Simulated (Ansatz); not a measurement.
# Fields on a plane of C (diamond)

```yaml
crystal:
  lattice:
    - [0.00000, 1.78578, 1.78578]
    - [1.78578, 0.00000, 1.78578]
    - [1.78578, 1.78578, 0.00000]
  atoms:
    - { symbol: C, position: [0.50000, 0.50000, 0.50000] }
    - { symbol: C, position: [0.75000, 0.75000, 0.75000] }
```

The slice is a {110} plane (indices of the conventional cell) through the point (0.750, 0.750, 0.750) (fractional), spanned by u = [100] and v = [1 -1 -1] in vectors of this cell: u (2.53 Å) and v (3.57 Å, at 90° to u). It covers one period; positions are fractions (u, v).

Atoms on it: C at (0.50, 0.25); C at (0.00, 0.00).

Method: PBE (plane waves to 420 eV, PAW, scalar-relativistic; Ansatz, a program for electronic structure). k mesh 16×16×16. Near the nuclei the fields are pseudised (PAW); where an atom keeps semicore shells as valence, they peak there. C was relaxed with its symmetry unable to fall.

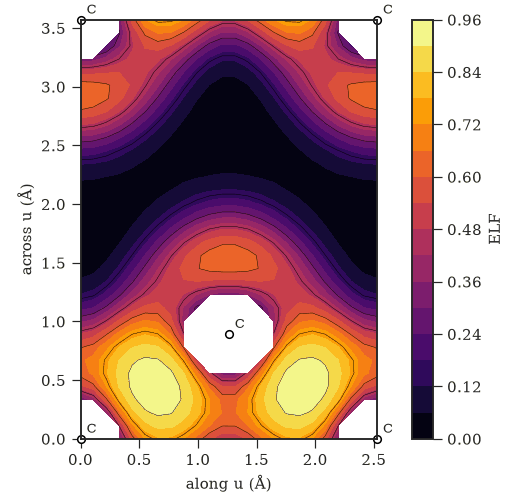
Figure. Electron localisation function (ELF), one period of the plane, atoms marked. Points within 0.3 Å of a nucleus are left white, as the pseudised field means little there.

| v \ u | 0.00 | 0.13 | 0.26 | 0.39 | 0.52 | 0.65 | 0.78 | 0.91 |
|---|---|---|---|---|---|---|---|---|
| 0.88 | 0.2 | 0.1 | -0.3 | -0.6 | -0.8 | -0.5 | -0.1 | 0.1 |
| 0.75 | -0.3 | -0.4 | -0.7 | -0.9 | -1.0 | -0.9 | -0.6 | -0.3 |
| 0.62 | -0.8 | -0.8 | -0.8 | -0.8 | -0.8 | -0.8 | -0.8 | -0.8 |
| 0.50 | -1.1 | -0.9 | -0.6 | -0.3 | -0.3 | -0.4 | -0.7 | -1.0 |
| 0.38 | -0.8 | -0.6 | -0.2 | 0.1 | 0.2 | 0.0 | -0.3 | -0.7 |
| 0.25 | -0.3 | -0.2 | 0.1 | 0.3 | 0.2 | 0.2 | 0.0 | -0.2 |
| 0.12 | 0.2 | 0.2 | 0.2 | 0.2 | 0.2 | 0.2 | 0.2 | 0.2 |
| 0.00 | 0.2 | 0.2 | 0.1 | -0.2 | -0.3 | -0.1 | 0.1 | 0.3 |

Values: log₁₀ of the valence density in e/Å³. The scale is logarithmic, as a density can span decades between atoms and voids.

The density on the C–C line (1.55 Å) at its midpoint is 1.62 e/Å³ and the ELF at that point is 0.9. ELF maximum in the middle third of the C–C line: 0.95, 0.8 Å from C. Character of the C–C contact (rough rule: ELF there above 0.7 covalent, below 0.2 ionic, polar between): shared-electron (covalent).
